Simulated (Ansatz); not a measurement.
**Nudged elastic band, with input and output: SiH$_{6}$S**

- system: SiH$_{6}$S
- method: RKS r2SCAN/def2-TZVP (Ansatz 0.2.0)

One setting was made poor on purpose. It belongs to a series of runs on one base structure; here: band between the two ends. Figures and captions count atoms from 1; the log counts them from 0 in places.

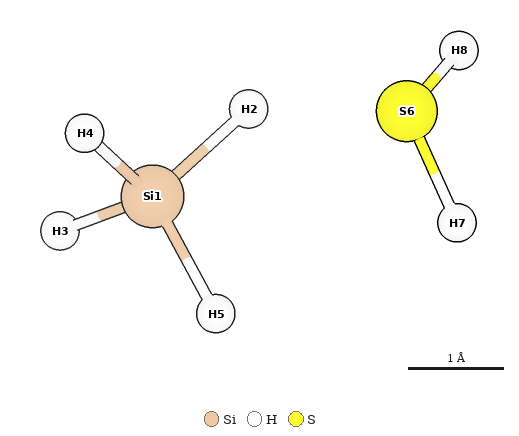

*The starting structure (ball-and-stick view, seen at a tilt; atoms are numbered from 1 in the order of the input).*

Results in brief:

- outcome: converged
- barrier, forward: 1.978 eV
- barrier, backward: 2.341 eV
- hardware: 4 threads of Arm Neoverse V1, 24 GiB of memory available, shared host
- wall time: 3.4 min (CPU time 13 min)
- peak memory: 0.19 GiB

A deliberately poor setting: straight start. The order of the saddle point was not checked.

The input:
```yaml
crystal:
  periodic: [false, false, false]
  atoms:
    - { symbol: Si, position_ang: [0.481193, 0.057762, -0.209067] }
    - { symbol: H, position_ang: [0.438922, -0.076662, 1.267506] }
    - { symbol: H, position_ang: [1.894629, -0.037324, -0.657293] }
    - { symbol: H, position_ang: [-0.073805, 1.369672, -0.615263] }
    - { symbol: H, position_ang: [-0.295381, -1.041103, -0.832336] }
    - { symbol: S, position_ang: [-3.148877, 0.132943, 1.067268] }
    - { symbol: H, position_ang: [-3.1217, -1.165333, 0.726851] }
    - { symbol: H, position_ang: [-2.549281, -0.112756, 2.243335] }
basis:
  gaussian: { orbitals: def2-TZVP }
hamiltonian:
  xc: r2scan
neb:
  order_check: false
  images: 5
  f_tol: 0.03
  max_iterations: 60
  initial_path: linear
  final_atoms:
    - { symbol: Si, position_ang: [-0.45564632, -0.2851961, -0.61325372] }
    - { symbol: H, position_ang: [0.0052284, 0.87330805, 3.17881762] }
    - { symbol: H, position_ang: [0.74698967, -0.75452268, 0.11193779] }
    - { symbol: H, position_ang: [-0.5217314, 1.19692412, -0.58108834] }
    - { symbol: H, position_ang: [-0.39862292, -0.7297289, -2.02789384] }
    - { symbol: S, position_ang: [-2.10647429, -1.16999494, 0.42350042] }
    - { symbol: H, position_ang: [-3.04191385, -0.59646802, -0.35593738] }
    - { symbol: H, position_ang: [-0.60212928, 0.59287747, 2.85491844] }
```

Run as:
```bash
ansatz run input.yaml --threads 4 --pin off --max-ram 5120MiB --backend cpu --events-out ev --progress --plain --runs-dir out
```

Output:
```
Engine: ansatz 0.2.0, aarch64-unknown-linux-gnu
Functional definition: r2SCAN
  parameter k0 = 0.174
  parameter k1 = 0.065
  parameter a1 = 4.9479
  exchange = r2scan_x(k0 = k0, k1 = k1, a1 = a1)
  correlation = r2scan_c
777 factors; their error is unknown
mean field evaluation 1: about -18808.2634 eV, gradient 1.8e1 eV
mean field evaluation 2: about -18808.7958 eV, gradient 1.4e1 eV
mean field evaluation 4: about -18809.2773 eV, gradient 6.0e-1 eV
mean field evaluation 8: about -18809.2636 eV, gradient 7.5e-3 eV
mean field -18809.26364593 eV, -691.2276896112 hartree, gradient 1.7e-5 eV, S^2 0.000000; 0 other end points of the search recorded, 0 dependent functions left out
the calculation of the forces begins
reference -18809.26365861 eV, -691.2276900772 hartree; 18, 18 occupied and 92, 92 virtual orbitals, 777 factors
777 factors; their error is unknown
mean field evaluation 16: about -18809.2317 eV, gradient 1.3e1 eV
mean field -18809.62608870 eV, -691.2410091372 hartree, gradient 4.7e-5 eV, S^2 0.000000; 0 other end points of the search recorded, 0 dependent functions left out
[... from here on the field's lines of each further geometry are left out, up to the last ...]
NEB iter   1: max|band force component| = 4.423e1 eV/Å  barrier→ = 18.0150 eV  barrier← = 18.3775 eV  Δτ_max = 0.2000 Å  (186 SCF iters)
NEB iter   2: max|band force component| = 1.302e1 eV/Å  barrier→ = 5.9982 eV  barrier← = 6.3606 eV  Δτ_max = 0.2000 Å  (169 SCF iters)
NEB iter   3: max|band force component| = 7.101e0 eV/Å  barrier→ = 3.9684 eV  barrier← = 4.3308 eV  Δτ_max = 0.1973 Å  (163 SCF iters)
NEB iter   4: max|band force component| = 4.166e0 eV/Å  barrier→ = 2.8607 eV  barrier← = 3.2231 eV  Δτ_max = 0.2000 Å  (158 SCF iters)
NEB iter   5: max|band force component| = 3.698e0 eV/Å  barrier→ = 1.9445 eV  barrier← = 2.3069 eV  Δτ_max = 0.2000 Å  (140 SCF iters)
NEB iter   6: max|band force component| = 2.064e0 eV/Å  barrier→ = 1.6187 eV  barrier← = 1.9811 eV  Δτ_max = 0.1996 Å  (147 SCF iters)
NEB iter   7: max|band force component| = 1.784e0 eV/Å  barrier→ = 1.4809 eV  barrier← = 1.8433 eV  Δτ_max = 0.1687 Å  (150 SCF iters)
NEB iter   8: max|band force component| = 9.726e-1 eV/Å  barrier→ = 1.3875 eV  barrier← = 1.7499 eV  Δτ_max = 0.2000 Å  (142 SCF iters)
NEB iter   9: max|band force component| = 1.231e0 eV/Å  barrier→ = 1.1518 eV  barrier← = 1.5143 eV  Δτ_max = 0.0988 Å  (145 SCF iters)
NEB iter  10: max|band force component| = 6.109e-1 eV/Å  barrier→ = 1.1809 eV  barrier← = 1.5433 eV  Δτ_max = 0.1976 Å  (141 SCF iters)
NEB iter  11: max|band force component| = 5.008e-1 eV/Å  barrier→ = 1.3518 eV  barrier← = 1.7142 eV  Δτ_max = 0.1963 Å  (141 SCF iters)
NEB iter  12: max|band force component| = 6.243e-1 eV/Å  barrier→ = 1.4607 eV  barrier← = 1.8232 eV  Δτ_max = 0.1008 Å  (139 SCF iters)
NEB iter  13: max|band force component| = 5.554e-1 eV/Å  barrier→ = 1.2630 eV  barrier← = 1.6254 eV  Δτ_max = 0.1030 Å  (136 SCF iters)
NEB iter  14: max|band force component| = 5.560e-1 eV/Å  barrier→ = 1.1260 eV  barrier← = 1.4885 eV  Δτ_max = 0.1000 Å  (137 SCF iters)
NEB iter  15: max|band force component| = 5.463e-1 eV/Å  barrier→ = 0.9795 eV  barrier← = 1.3419 eV  Δτ_max = 0.1003 Å  (138 SCF iters)
NEB iter  16: max|band force component| = 8.135e-1 eV/Å  barrier→ = 0.8390 eV  barrier← = 1.2014 eV  CI = image 2  Δτ_max = 0.1013 Å  (137 SCF iters)
NEB iter  17: max|band force component| = 8.565e-1 eV/Å  barrier→ = 1.1324 eV  barrier← = 1.4948 eV  CI = image 2  Δτ_max = 0.1012 Å  (138 SCF iters)
NEB iter  18: max|band force component| = 1.012e0 eV/Å  barrier→ = 1.2183 eV  barrier← = 1.5807 eV  CI = image 2  Δτ_max = 0.1929 Å  (140 SCF iters)
NEB iter  19: max|band force component| = 1.237e0 eV/Å  barrier→ = 1.3162 eV  barrier← = 1.6786 eV  CI = image 2  Δτ_max = 0.2000 Å  (139 SCF iters)
NEB iter  20: max|band force component| = 1.334e0 eV/Å  barrier→ = 1.3972 eV  barrier← = 1.7597 eV  CI = image 2  Δτ_max = 0.2000 Å  (142 SCF iters)
NEB iter  21: max|band force component| = 1.551e0 eV/Å  barrier→ = 1.4073 eV  barrier← = 1.7697 eV  CI = image 2  Δτ_max = 0.2000 Å  (139 SCF iters)
NEB iter  22: max|band force component| = 1.928e0 eV/Å  barrier→ = 1.2578 eV  barrier← = 1.6202 eV  CI = image 2  Δτ_max = 0.1976 Å  (138 SCF iters)
NEB iter  23: max|band force component| = 1.986e0 eV/Å  barrier→ = 1.6110 eV  barrier← = 1.9734 eV  CI = image 2  Δτ_max = 0.2000 Å  (144 SCF iters)
NEB iter  24: max|band force component| = 8.947e-1 eV/Å  barrier→ = 2.1106 eV  barrier← = 2.4730 eV  CI = image 2  Δτ_max = 0.1966 Å  (146 SCF iters)
NEB iter  25: max|band force component| = 5.260e-1 eV/Å  barrier→ = 2.0431 eV  barrier← = 2.4056 eV  CI = image 2  Δτ_max = 0.1464 Å  (139 SCF iters)
NEB iter  26: max|band force component| = 3.724e-1 eV/Å  barrier→ = 2.0072 eV  barrier← = 2.3696 eV  CI = image 2  Δτ_max = 0.0676 Å  (141 SCF iters)
NEB iter  27: max|band force component| = 2.355e-1 eV/Å  barrier→ = 1.9882 eV  barrier← = 2.3507 eV  CI = image 2  Δτ_max = 0.1525 Å  (140 SCF iters)
NEB iter  28: max|band force component| = 1.122e-1 eV/Å  barrier→ = 1.9809 eV  barrier← = 2.3433 eV  CI = image 2  Δτ_max = 0.1881 Å  (142 SCF iters)
NEB iter  29: max|band force component| = 1.179e-1 eV/Å  barrier→ = 1.9796 eV  barrier← = 2.3421 eV  CI = image 2  Δτ_max = 0.2000 Å  (143 SCF iters)
NEB iter  30: max|band force component| = 2.025e-1 eV/Å  barrier→ = 1.9791 eV  barrier← = 2.3415 eV  CI = image 2  Δτ_max = 0.1001 Å  (145 SCF iters)
NEB iter  31: max|band force component| = 1.619e-1 eV/Å  barrier→ = 1.9789 eV  barrier← = 2.3413 eV  CI = image 2  Δτ_max = 0.0997 Å  (130 SCF iters)
NEB iter  32: max|band force component| = 9.522e-2 eV/Å  barrier→ = 1.9788 eV  barrier← = 2.3412 eV  CI = image 2  Δτ_max = 0.0997 Å  (142 SCF iters)
NEB iter  33: max|band force component| = 4.460e-2 eV/Å  barrier→ = 1.9786 eV  barrier← = 2.3411 eV  CI = image 2  Δτ_max = 0.0936 Å  (140 SCF iters)
the calculation of the forces begins
reference -18809.60938919 eV, -691.2403954417 hartree; 18, 18 occupied and 92, 92 virtual orbitals, 777 factors
777 factors; their error is unknown
mean field -18807.28522781 eV, -691.1549840862 hartree, gradient 1.9e-5 eV, S^2 0.000000; 1 other end points of the search recorded, 0 dependent functions left out
the calculation of the forces begins
reference -18807.28523903 eV, -691.1549844985 hartree; 18, 18 occupied and 92, 92 virtual orbitals, 777 factors
NEB iter  34: max|band force component| = 2.590e-2 eV/Å  barrier→ = 1.9784 eV  barrier← = 2.3409 eV  CI = image 2  Δτ_max = 0.0000 Å  (271 SCF iters)
```

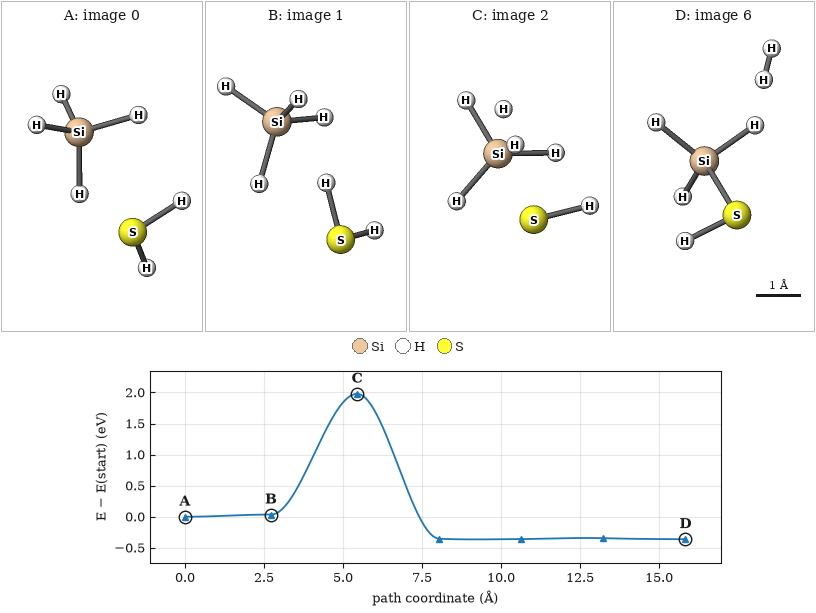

*Images of the last band (counted from 0; ball-and-stick, seen at a tilt) above the energy along the path; the line is a cubic interpolation that uses the forces.*

The highest image is number 2, 1.978 eV above the start and 2.341 eV above the end (the climbing image); the end lies 0.362 eV below the start. A further maximum stands at image 5, −0.346 eV from the start, so the path isn't one elementary step. The path is 15.84 Å long. The band converged in 34 iterations.

```
Total energy: -18807.28523903 eV, -691.1549844985 hartree
Atom 0 at    -0.353788     0.113867    -0.210182 Å, force    -0.016798     0.018031    -0.016394 eV/Å
Atom 1 at    -0.572530     0.974368     1.266779 Å, force     0.006650     0.011805     0.009391 eV/Å
Atom 2 at     0.471789    -1.067867     0.109059 Å, force    -0.007421    -0.001542     0.002291 eV/Å
Atom 3 at     0.614186     1.242362    -0.416755 Å, force     0.000773    -0.013677     0.002898 eV/Å
Atom 4 at    -1.103766     0.113112    -1.490700 Å, force     0.010539     0.007996     0.000257 eV/Å
Atom 5 at    -2.415225    -0.892546     0.839915 Å, force     0.019393    -0.003879     0.003160 eV/Å
Atom 6 at    -1.688811    -1.759626     1.564511 Å, force    -0.005860    -0.004386     0.013592 eV/Å
Atom 7 at    -1.326156     0.403529     1.328374 Å, force    -0.007276    -0.014348    -0.015195 eV/Å
Dipole moment:     0.280671     0.073316     0.090936 e Å
this run last wrote the band of iteration 34 to [file]
```

The last band as extended XYZ (Å, eV, eV/Å):
```
8
Properties=species:S:1:pos:R:3:forces:R:3 image=0 energy=-18809.26365
Si    0.4812    0.0578   -0.2091    0.0067   0.0009   0.0014
H     0.4389   -0.0767    1.2675   -0.0019  -0.0001   0.0003
H     1.8946   -0.0373   -0.6573   -0.0041   0.0002  -0.0007
H    -0.0738    1.3697   -0.6153   -0.0004  -0.0022  -0.0006
H    -0.2954   -1.0411   -0.8323   -0.0015   0.0016  -0.0007
S    -3.1489    0.1329    1.0673    0.0069  -0.0030   0.0077
H    -3.1217   -1.1653    0.7269    0.0011   0.0022   0.0031
H    -2.5493   -0.1128    2.2433   -0.0069   0.0003  -0.0106
8
Properties=species:S:1:pos:R:3:forces:R:3 image=1 energy=-18809.23012
Si    0.4509    0.3475   -0.3488   -0.0056  -0.0011  -0.0018
H     0.0701    0.6884    1.0451   -0.0017   0.0007  -0.0001
H     1.3378   -0.8415   -0.3320   -0.0011  -0.0015   0.0005
H     1.1699    1.4939   -0.9548    0.0010   0.0000   0.0012
H    -0.7706    0.0470   -1.1329    0.0033   0.0021  -0.0006
S    -3.4915   -0.8682    1.4747   -0.0112   0.0032  -0.0040
H    -2.5236   -1.7832    1.3120    0.0094  -0.0105   0.0003
H    -2.6173    0.0434    1.9277    0.0060   0.0070   0.0044
8
Properties=species:S:1:pos:R:3:forces:R:3 image=2 energy=-18807.28523
Si   -0.3538    0.1139   -0.2102   -0.0168   0.0180  -0.0164
H    -0.5725    0.9744    1.2668    0.0066   0.0118   0.0094
H     0.4718   -1.0679    0.1091   -0.0074  -0.0015   0.0023
H     0.6142    1.2424   -0.4168    0.0008  -0.0137   0.0029
H    -1.1038    0.1131   -1.4907    0.0105   0.0080   0.0003
S    -2.4152   -0.8925    0.8399    0.0194  -0.0039   0.0032
H    -1.6888   -1.7596    1.5645   -0.0059  -0.0044   0.0136
H    -1.3262    0.4035    1.3284   -0.0073  -0.0143  -0.0152
8
Properties=species:S:1:pos:R:3:forces:R:3 image=3 energy=-18809.61897
Si   -0.5299   -0.4263   -0.7451   -0.0037   0.0100  -0.0044
H    -0.4496    1.4371    2.7004    0.0043   0.0133   0.0230
H     0.4397   -1.5480   -0.7412    0.0081  -0.0156  -0.0107
H     0.1411    0.7846   -0.2104   -0.0098  -0.0123  -0.0014
H    -1.0064   -0.1633   -2.1220    0.0032  -0.0030  -0.0103
S    -2.2985   -0.9295    0.3521    0.0114  -0.0101   0.0196
H    -1.6421   -1.2637    1.4782   -0.0088   0.0107  -0.0250
H    -1.0287    1.2363    2.2789   -0.0047   0.0069   0.0092
8
Properties=species:S:1:pos:R:3:forces:R:3 image=4 energy=-18809.62339
Si   -0.7913   -0.3470   -0.7337   -0.0104  -0.0031  -0.0004
H     0.6135    1.5743    2.9209   -0.0027  -0.0040  -0.0008
H     0.4106   -0.9702   -0.1270    0.0052  -0.0029   0.0021
H    -0.5825    1.1109   -0.8840    0.0030   0.0060  -0.0005
H    -1.0281   -0.9643   -2.0625    0.0002   0.0019   0.0026
S    -2.5058   -0.5282    0.5354    0.0044  -0.0197  -0.0013
H    -2.5178   -1.8735    0.5091    0.0034   0.0229   0.0041
H     0.0271    1.1253    2.8328   -0.0032  -0.0009  -0.0057
8
Properties=species:S:1:pos:R:3:forces:R:3 image=5 energy=-18809.60938
Si   -0.9092   -0.7720   -0.8401   -0.0097  -0.0069   0.0097
H     1.0773    2.6761    3.2331    0.0002  -0.0008   0.0012
H     0.4519   -1.2350   -0.4869    0.0157   0.0056  -0.0064
H    -0.9582    0.7097   -0.7599   -0.0227  -0.0088   0.0052
H    -1.2560   -1.1842   -2.2223    0.0135  -0.0096  -0.0010
S    -2.2001   -1.7236    0.5795    0.0144  -0.0137  -0.0112
H    -3.3286   -1.4545   -0.0986   -0.0109   0.0338   0.0040
H     0.7485    2.1108    3.5862   -0.0004   0.0005  -0.0015
8
Properties=species:S:1:pos:R:3:forces:R:3 image=6 energy=-18809.62609
Si   -0.7641   -0.5858   -0.5714   -0.0002   0.0012   0.0014
H     0.6340    1.8696    2.2483    0.0233   0.0207  -0.0016
H     0.6807   -0.6492   -0.2535   -0.0016  -0.0040  -0.0023
H    -1.1405    0.7990   -0.9492    0.0027  -0.0007   0.0015
H    -1.0722   -1.4906   -1.7065    0.0010   0.0024  -0.0039
S    -1.7524   -1.2091    1.2224   -0.0281   0.0049  -0.0066
H    -2.9918   -1.0413    0.7253    0.0282  -0.0050   0.0112
H     0.0319    1.4347    2.2755   -0.0254  -0.0195   0.0003
```
